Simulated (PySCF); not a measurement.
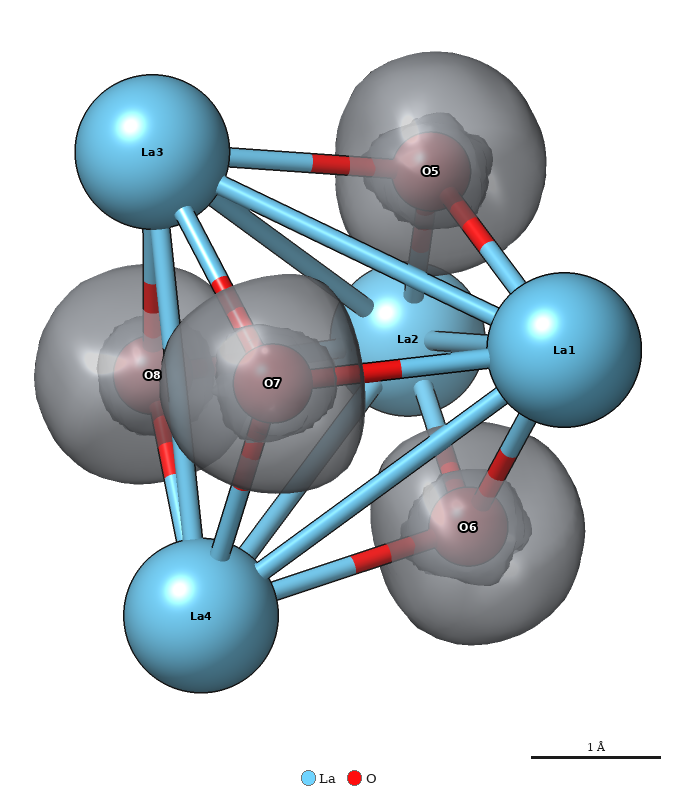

La4O4 (charge +4). Isosurface of the ELF at 0.75 (grey), seen at an oblique angle. Core shells and regions of very low density are left out.

Core potentials replace the inner electrons of La.

All numbers below come from PySCF 2.14.0, RKS PBE0, La lcecp-1-SVP with ECP46, O def2-SVP; non-relativistic Hamiltonian with scalar-relativistic core potentials where named; density fitting.

```xyz
8

La    1.2840    1.2840    1.2840
La    1.2840   -1.2840   -1.2840
La   -1.2840    1.2840   -1.2840
La   -1.2840   -1.2840    1.2840
O     0.9835    0.9835   -0.9835
O     0.9835   -0.9835    0.9835
O    -0.9835    0.9835    0.9835
O    -0.9835   -0.9835   -0.9835
```

Identify the bonds, lone pairs and shells in this picture.

At this value the surface marks out four regions wrapped around O (the valence shell of each). Along the contacts the grid gives the following. La–O (2.31 Å): the ELF peaks at about 0.85 in the valence shell of O, 0.6 Å from its nucleus, and drops to about 0.25 between the two atoms: a largely ionic contact. La–La (3.63 Å): the ELF is about 0.10 at the midpoint.
